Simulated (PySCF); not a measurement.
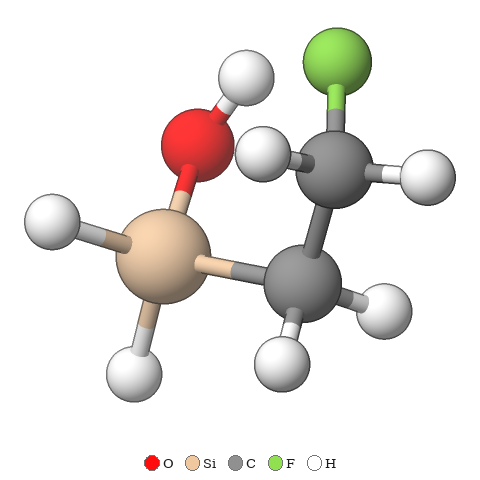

The molecule: C₂H₇FOSi, SMILES O[SiH2]CCF.

Simulated rotational absorption lines between 2 and 20 GHz at 5 K: rigid rotor with the equilibrium constants and dipole of one optimised conformer (PBE0-D3(BJ)/def2-SVP, PySCF 2.14.0), commonest isotopes; no centrifugal distortion, hyperfine structure, internal rotation or nuclear-spin weights; lines within 1 MHz of each other are summed. Lines of different type are drawn apart.

What are the rotational constants, and what kind of rotor is it?

Rotational constants A, B, C = 5.971, 2.864, 2.136 GHz; Ray's κ = −0.62, an asymmetric top on the prolate side.

Which dipole components drive the lines?

|μa|, |μb|, |μc| = 2.06, 1.87, 0.02 D; b-type lines carry 55 % of the intensity in this range.

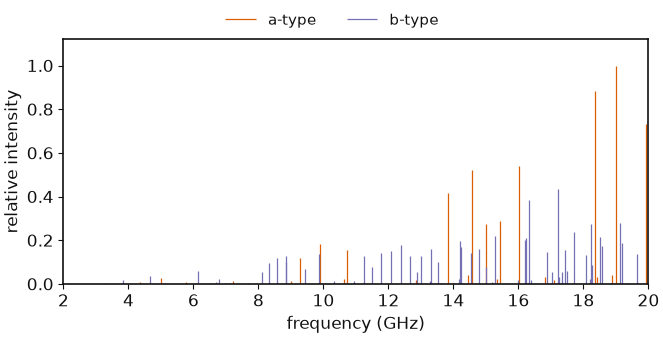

Known limits of this run: coarse grid, loose stop and no frequency check, small forces are noise and the end may be a saddle.
